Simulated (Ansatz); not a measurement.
# BCCD(T)/STO-3G run of BNH6 (B(NH3)H3)

What is the energy change on altering one bond length of BNH6 (B(NH3)H3) at BCCD(T)/STO-3G? 

The results are computed with Ansatz 0.2.0.

57 further runs of the same task are left out: 57 set aside as unsound or not needed.

## (1) The molecule

BNH6 has 8 atoms, charge 0, and is taken as a singlet. As SMILES, `[H]B([H])([H])<-N`. The coordinates come from a GFN2-xTB relaxation.

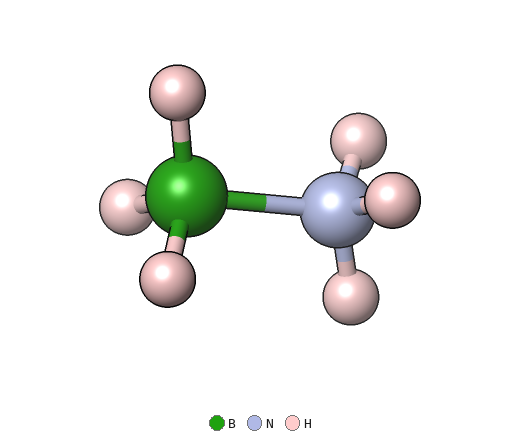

Viewed from a chosen angle; boron green, nitrogen light blue, hydrogen pink.

## (2) A single-point energy at BCCD(T)/STO-3G

The input, run.yaml:

```yaml
crystal:
  periodic: [false, false, false]
  atoms:
    - {symbol: B, position_ang: [-0.002200, 0.002970, -0.830690]}
    - {symbol: N, position_ang: [0.002130, -0.003040, 0.827960]}
    - {symbol: H, position_ang: [-0.956060, 0.034440, 1.153510]}
    - {symbol: H, position_ang: [0.515830, 0.807160, 1.152720]}
    - {symbol: H, position_ang: [0.449590, -0.854150, 1.146140]}
    - {symbol: H, position_ang: [1.143350, -0.032090, -1.152840]}
    - {symbol: H, position_ang: [-0.545010, 1.015160, -1.144860]}
    - {symbol: H, position_ang: [-0.607620, -0.970450, -1.151930]}
basis:
  gaussian: {orbitals: STO-3G}
correlation: {method: bccd_t, frozen_orbitals: {B: 1, H: 0, "N": 1}}
accuracy: high
scf: {omitted_lower_state_checks: [cluster_reference, increment]}
```

Launch:

```console
ansatz run run.yaml --threads 1 --pin off --max-ram 2610MiB --events-out events.jsonl --progress --plain --runs-dir runs
```

Log:

```text
Warning: RAYON_NUM_THREADS=1 ignored (pool sized by the plan → 1); use --threads N
Functional definition: HF
  name "HF"
  exchange = exact_x
  correlation = 0
these checks for a lower state are left out or cut short: cluster_reference, increment
276 factors; integrals over basis functions are off by at most 1.2e-8 eV
mean field evaluation 1: about -2219.4048 eV, gradient 1.4e1 eV
mean field evaluation 2: about -2219.4937 eV, gradient 1.4e1 eV
mean field evaluation 4: about -2220.3259 eV, gradient 1.1e0 eV
mean field evaluation 8: about -2220.3303 eV, gradient 1.6e-6 eV
mean field -2220.33026073 eV, -81.5956320878 hartree, gradient 1.9e-8 eV, S^2 0.000000; 0 other end points of the search recorded, 0 dependent functions left out
2 core orbitals not correlated: weight in the atoms' cores, before any rotation towards them, 1.000 or more for the frozen orbitals, at most 0.000 for the correlated occupied ones
reference -2220.33026073 eV, -81.5956320878 hartree; 7, 7 occupied and 7, 7 virtual orbitals, 276 factors
second order -2.67157284 eV of doubles, -0.00000000 eV of singles
cycle   1  -3.28001680 eV  change   -6.1e-1 eV  update   5.5e-2
cycle   2  -3.55943043 eV  change   -2.8e-1 eV  update   1.9e-2
cycle   3  -3.57597452 eV  change   -1.7e-2 eV  update   3.0e-3
cycle   4  -3.57797637 eV  change   -2.0e-3 eV  update   9.3e-4
cycle   5  -3.57797366 eV  change    2.7e-6 eV  update   1.6e-4
cycle   6  -3.57795705 eV  change    1.7e-5 eV  update   2.7e-5
cycle   7  -3.57795535 eV  change    1.7e-6 eV  update   8.3e-6
cycle   8  -3.57795680 eV  change   -1.5e-6 eV  update   2.1e-6
cycle   9  -3.57795610 eV  change    7.0e-7 eV  update   4.1e-7
cycle  10  -3.57795595 eV  change    1.5e-7 eV  update   1.2e-7
cycle  11  -3.57795601 eV  change   -5.7e-8 eV  update   3.5e-8
cycle  12  -3.57795602 eV  change   -1.2e-8 eV  update   1.3e-8
cycle  13  -3.57795589 eV  change    1.3e-7 eV  update   5.5e-8
cycle  14  -3.57795585 eV  change    4.2e-8 eV  update   1.4e-8
cycle  15  -3.57795584 eV  change    6.9e-9 eV  update   2.5e-9
cycle  16  -3.57795584 eV  change   7.3e-10 eV  update  5.6e-10
perturbative correction -0.02231268 eV, -0.0008199758 hartree
Total energy: -2223.93052925 eV, -81.7279395155 hartree
Checks for a lower state left out: cluster_reference, increment
```

It took 0.16 s on 1 thread of Arm Neoverse V1, shared host.

## (3) The distorted shape at the same level

The input, in.yaml:

```yaml
crystal:
  periodic: [false, false, false]
  atoms:
    - {symbol: B, position_ang: [0.133488, -0.250051, -0.752156]}
    - {symbol: N, position_ang: [0.137818, -0.256061, 0.906494]}
    - {symbol: H, position_ang: [-0.820372, -0.218581, 1.232044]}
    - {symbol: H, position_ang: [0.651518, 0.554139, 1.231254]}
    - {symbol: H, position_ang: [0.585278, -1.107171, 1.224674]}
    - {symbol: H, position_ang: [1.279038, -0.285111, -1.074306]}
    - {symbol: H, position_ang: [-0.545010, 1.015160, -1.144860]}
    - {symbol: H, position_ang: [-0.471932, -1.223471, -1.073396]}
basis:
  gaussian: {orbitals: STO-3G}
correlation: {method: bccd_t, frozen_orbitals: {B: 1, H: 0, "N": 1}}
accuracy: high
scf: {omitted_lower_state_checks: [cluster_reference, increment]}
```

Launch:

```console
ansatz run in.yaml --threads 1 --pin off --max-ram 2610MiB --events-out events.jsonl --progress --plain --runs-dir runs
```

Log:

```text
Warning: RAYON_NUM_THREADS=1 ignored (pool sized by the plan → 1); use --threads N
[... 4 set-up lines as earlier in the session ...]
these checks for a lower state are left out or cut short: cluster_reference, increment
276 factors; integrals over basis functions are off by at most 9.8e-9 eV
mean field evaluation 1: about -2218.1088 eV, gradient 1.5e1 eV
mean field evaluation 2: about -2218.1910 eV, gradient 1.4e1 eV
mean field evaluation 4: about -2219.1340 eV, gradient 1.2e0 eV
mean field evaluation 8: about -2219.1389 eV, gradient 1.4e-6 eV
mean field -2219.13894289 eV, -81.5518519649 hartree, gradient 1.2e-8 eV, S^2 0.000000; 0 other end points of the search recorded, 0 dependent functions left out
2 core orbitals not correlated: weight in the atoms' cores, before any rotation towards them, 1.000 or more for the frozen orbitals, at most 0.000 for the correlated occupied ones
reference -2219.13894289 eV, -81.5518519649 hartree; 7, 7 occupied and 7, 7 virtual orbitals, 276 factors
second order -2.85428665 eV of doubles, -0.00000000 eV of singles
cycle   1  -3.52541692 eV  change   -6.7e-1 eV  update   6.2e-2
cycle   2  -3.85224751 eV  change   -3.3e-1 eV  update   2.3e-2
cycle   3  -3.87152621 eV  change   -1.9e-2 eV  update   3.5e-3
cycle   4  -3.87355543 eV  change   -2.0e-3 eV  update   1.1e-3
cycle   5  -3.87364995 eV  change   -9.5e-5 eV  update   2.3e-4
cycle   6  -3.87364500 eV  change    5.0e-6 eV  update   4.8e-5
cycle   7  -3.87365198 eV  change   -7.0e-6 eV  update   1.6e-5
cycle   8  -3.87365694 eV  change   -5.0e-6 eV  update   3.6e-6
cycle   9  -3.87365555 eV  change    1.4e-6 eV  update   9.6e-7
cycle  10  -3.87365483 eV  change    7.2e-7 eV  update   2.9e-7
cycle  11  -3.87365475 eV  change    7.1e-8 eV  update   7.5e-8
cycle  12  -3.87365476 eV  change   -3.6e-9 eV  update   2.7e-8
cycle  13  -3.87365480 eV  change   -4.3e-8 eV  update   1.3e-8
cycle  14  -3.87365481 eV  change   -1.0e-8 eV  update   6.4e-8
cycle  15  -3.87365481 eV  change   3.5e-10 eV  update   1.9e-8
cycle  16  -3.87365482 eV  change   -6.5e-9 eV  update   3.9e-9
cycle  17  -3.87365482 eV  change   -3.3e-9 eV  update   1.1e-9
cycle  18  -3.87365482 eV  change   -1.1e-9 eV  update  2.5e-10
perturbative correction -0.02670881 eV, -0.0009815308 hartree
Total energy: -2223.03930653 eV, -81.6951876848 hartree
Checks for a lower state left out: cluster_reference, increment
```

It took 0.16 s on 1 thread of Arm Neoverse V1, shared host.

## (4) Results

At BCCD(T)/STO-3G, 2 core orbitals frozen:

| quantity | value |
| --- | --- |
| first shape: total energy | -81.72794 Eh |
| first shape: correlation energy (2 core orbitals frozen) | -132.3 mEh |
| first shape: (T) correction | -0.82 mEh |
| distorted shape: total energy | -81.69519 Eh |
| distorted shape: correlation energy (2 core orbitals frozen) | -143.3 mEh |
| distorted shape: (T) correction | -0.98 mEh |
| energy change with the B1–H7 bond stretched from 1.191 to 1.488 Å | 0.891 eV |

With the B1–H7 bond stretched from 1.191 to 1.488 Å the energy rises by 0.89 eV (20.6 kcal/mol). The first shape isn't relaxed at this level, so the change isn't measured from a minimum. The minimal basis adds a large error of its own. The triples (first shape) make up 0.6 % of the correlation energy. The triples (distorted shape) make up 0.7 % of the correlation energy.
